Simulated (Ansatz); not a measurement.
# CH2FO (SMILES [O]CF) at UBHLYP/STO-3G

Aim: the vertical electron affinity of CH2FO at UBHLYP/STO-3G, from 2 runs. 

The results are computed with Ansatz 0.2.0.

56 further runs of the same task are left out: 56 set aside as unsound or not needed.

### Step 1. The molecule

The species is CH2FO (5 atoms), meant as a doublet with charge 0. SMILES: `[O]CF`. Geometry: relaxed at PBE0-D4/def2-TZVP.

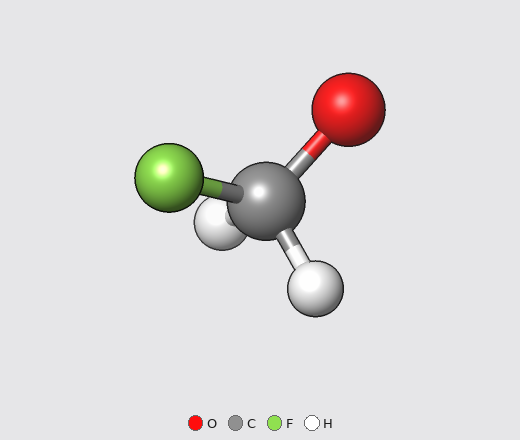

Viewed from a chosen angle; oxygen red, carbon grey, fluorine green, hydrogen white.

### Step 2. A single-point energy at UBHLYP/STO-3G

run.yaml reads:

```yaml
crystal:
  periodic: [false, false, false]
  atoms:
    - {symbol: O, position_ang: [-1.122700, 0.202700, 0.610000]}
    - {symbol: C, position_ang: [-0.009600, -0.012300, -0.033000]}
    - {symbol: F, position_ang: [1.105500, -0.174700, 0.757200]}
    - {symbol: H, position_ang: [-0.112900, -0.924800, -0.655200]}
    - {symbol: H, position_ang: [0.189500, 0.835500, -0.720300]}
basis:
  gaussian: {orbitals: STO-3G}
accuracy: high
hamiltonian: {xc: {name: BHLYP}}
magnetization: {spin_polarized: true, initial_magnetization: 1}
```

The run is started by

```console
ansatz run run.yaml --threads 1 --pin off --max-ram 2610MiB --events-out events.jsonl --progress --plain --runs-dir runs
```

The program printed:

```text
Warning: RAYON_NUM_THREADS=1 ignored (pool sized by the plan → 1); use --threads N
Functional definition: BHLYP
  name "BHLYP"
  parameter a = 0.5
  exchange = (1 - a)*b88_x + a*exact_x
  correlation = lyp_c
298 factors; integrals over basis functions are off by at most 3.5e-8 eV
mean field evaluation 1: about -5744.7922 eV, gradient 2.1e1 eV
mean field evaluation 2: about -5746.7279 eV, gradient 1.6e1 eV
mean field evaluation 4: about -5748.2027 eV, gradient 5.9e-1 eV
mean field evaluation 8: about -5748.2698 eV, gradient 2.1e-2 eV
mean field evaluation 16: about -5748.2698 eV, gradient 1.3e-4 eV
mean field -5748.26979310 eV, -211.2450185793 hartree, gradient 2.1e-8 eV, S^2 0.753118; 2 other end points of the search recorded, 0 dependent functions left out
reference -5748.26980732 eV, -211.2450191019 hartree; 13, 12 occupied and 4, 5 virtual orbitals, 298 factors
Total energy: -5748.26980732 eV, -211.2450191019 hartree
```

Run time: 1.6 s. Hardware: 1 thread of Arm Neoverse V2, shared host; peak memory 0.12 GiB.

### Step 3. The singlet anion

Changes to run.yaml since step 2:

```diff
@@ -9,5 +9,9 @@
 basis:
-  gaussian: {orbitals: STO-3G}
+  gaussian:
+    orbitals: STO-3G
+total_charge: -1
+magnetization:
+  spin_polarized: false
+hamiltonian:
+  xc: {name: BHLYP}
 accuracy: high
-hamiltonian: {xc: {name: BHLYP}}
-magnetization: {spin_polarized: true, initial_magnetization: 1}
```

The run is started by

```console
ansatz run run.yaml --threads 1 --pin off --max-ram 2610MiB --events-out events.jsonl --progress --plain --runs-dir runs
```

The program printed:

```text
Warning: RAYON_NUM_THREADS=1 ignored (pool sized by the plan → 1); use --threads N
[... 5 set-up lines as earlier in the session ...]
298 factors; integrals over basis functions are off by at most 3.5e-8 eV
mean field evaluation 1: about -5739.8373 eV, gradient 3.4e1 eV
mean field evaluation 2: about -5739.0727 eV, gradient 4.2e1 eV
mean field evaluation 4: about -5743.6213 eV, gradient 6.4e-1 eV
mean field evaluation 8: about -5743.7060 eV, gradient 5.0e-3 eV
mean field evaluation 16: about -5743.7060 eV, gradient 4.3e-8 eV
mean field -5743.70603165 eV, -211.0773034392 hartree, gradient 4.3e-8 eV, S^2 0.000000; 0 other end points of the search recorded, 0 dependent functions left out
reference -5743.70604518 eV, -211.0773039366 hartree; 13, 13 occupied and 4, 4 virtual orbitals, 298 factors
Total energy: -5743.70604518 eV, -211.0773039366 hartree
```

Wall time 0.68 s (1 thread of Arm Neoverse V2, shared host); peak memory 0.09 GiB.

### Step 4. Summary of results

Level: UBHLYP/STO-3G.

| quantity | value |
| --- | --- |
| doublet CH2FO: total energy | -211.24502 Eh |
| doublet CH2FO: ⟨S²⟩ | 0.753 |
| singlet anion: total energy | -211.07730 Eh |
| vertical electron affinity (to the singlet anion) | -4.564 eV |

In words: The anion lies 4.56 eV (105 kcal/mol) above the neutral: the electron isn't bound at this level, and such a value depends on the basis. Without diffuse functions anions come out too high. In a minimal basis such a difference can be off by several eV, whatever the method.
